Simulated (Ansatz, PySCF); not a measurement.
Potential energy curve for Al₂, triplet.

- UCCSDT = CCSDT on UHF/cc-pVTZ, frozen core (Ansatz, a program for electronic structure)
- FCI = full CI/cc-pVTZ, frozen core run with Ansatz
- UKS-B3LYP/3-21G = PySCF with unrestricted B3LYP/3-21G
- ROCCSD = CCSD on ROHF/cc-pVTZ, frozen core in Ansatz

Energies are in kJ/mol, each relative to the lowest point of its own curve near equilibrium.

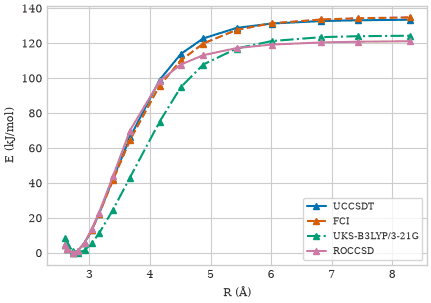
Fig. 1. Energy against bond length for each method.

| R / Å | UCCSDT | FCI | UKS-B3LYP/3-21G | ROCCSD |
|---|---|---|---|---|
| 2.59 | 4.3 | 4.3 | 8.4 | 4.3 |
| 2.63 | 2.1 | 2.1 | 5.3 | 2.1 |
| 2.73 | 0.0 | 0.0 | 0.9 | 0.0 |
| 2.81 | 1.1 | 1.1 | 0.0 | 1.2 |
| 2.92 | 5.7 | 5.6 | 1.4 | 5.8 |
| 3.04 | 13.2 | 13.1 | 5.5 | 13.5 |
| 3.16 | 22.4 | 22.3 | 11.1 | 23.1 |
| 3.39 | 42.2 | 41.7 | 24.6 | 43.9 |
| 3.67 | 66.1 | 64.5 | 43.1 | 70.0 |
| 4.16 | 99.0 | 95.8 | 75.1 | 98.4 |
| 4.51 | 113.8 | 110.1 | 94.9 | 107.8 |
| 4.88 | 122.8 | 119.8 | 107.8 | 113.2 |
| 5.43 | 128.7 | 127.6 | 117.0 | 117.2 |
| 6.01 | 131.3 | 131.4 | 121.2 | 119.2 |
| 6.83 | 132.7 | 133.6 | 123.5 | 120.4 |
| 7.43 | 133.1 | 134.3 | 124.0 | 120.9 |
| 8.29 | 133.5 | 134.8 | 124.3 | 121.2 |

At the longest distance, 8.29 Å, FCI lies highest above its minimum (134.8 kJ/mol) and ROCCSD lowest (121.2 kJ/mol).

The scan ran from 2.17 to 8.29 Å; beyond the distances shown full CI changes its symmetry label. The T1 diagnostic of CCSD on the restricted reference of ROCCSD exceeds 0.045 at 3.67 Å.
